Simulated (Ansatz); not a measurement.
The compound is Cr₂O₃ (space group R-3c, No. 167), taken as the input geometry of an electronic-structure calculation (not necessarily at equilibrium).

```
Cr O
1.0
     4.82730    0.00000    0.00000
    -2.41365    4.18056    0.00000
     0.00000    0.00000   13.26399
Cr O
12 18
Direct
  0.66667 0.33333 0.18033
  0.33333 0.66667 0.31967
  0.66667 0.33333 0.48633
  0.00000 0.00000 0.34700
  0.33333 0.66667 0.51367
  0.00000 0.00000 0.65300
  0.33333 0.66667 0.81967
  0.66667 0.33333 0.68033
  0.00000 0.00000 0.84700
  0.66667 0.33333 0.98633
  0.00000 0.00000 0.15300
  0.33333 0.66667 0.01367
  0.64383 0.66667 0.41667
  0.33333 0.97717 0.41667
  0.02283 0.35617 0.41667
  0.68950 0.00000 0.25000
  0.00000 0.68950 0.25000
  0.31050 0.31050 0.25000
  0.31050 0.00000 0.75000
  0.00000 0.31050 0.75000
  0.68950 0.68950 0.75000
  0.35617 0.33333 0.58333
  0.66667 0.02283 0.58333
  0.97717 0.64383 0.58333
  0.97717 0.33333 0.08333
  0.66667 0.64383 0.08333
  0.35617 0.02283 0.08333
  0.02283 0.66667 0.91667
  0.33333 0.35617 0.91667
  0.64383 0.97717 0.91667
```

Describe how the polyhedra about Cr are linked (bonds: Cr–O below 2.2 Å).

Cr: CrO6 octahedron, sharing corners with nine neighbours, edges with three neighbours and a face with one neighbour.

They form a three-dimensional framework of corner-, edge- and face-sharing octahedra.

Centre to centre across a shared corner: 3.34 to 3.56 Å; across a shared edge: 2.81 Å; across a shared face: 2.57 Å.

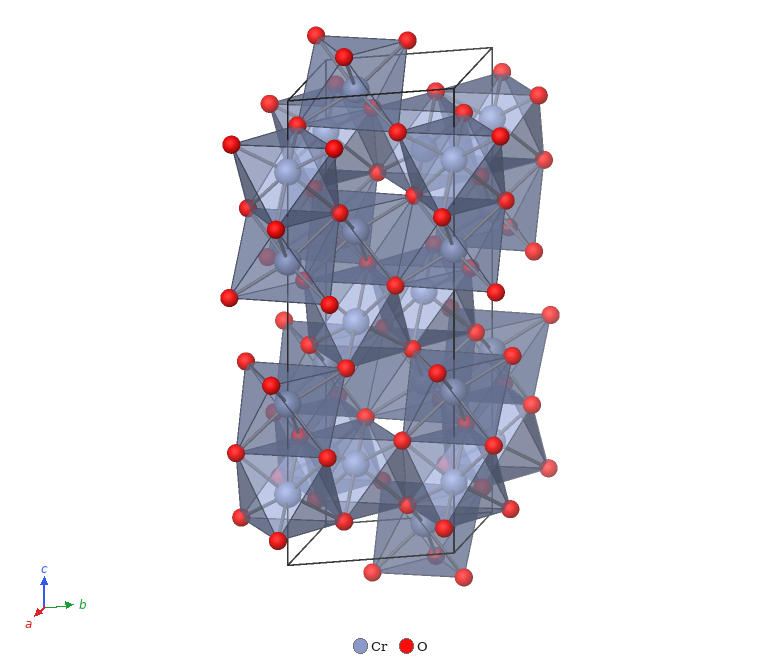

Polyhedra are drawn about Cr (bonds: Cr–O below 2.2 Å); other atoms are plain spheres.
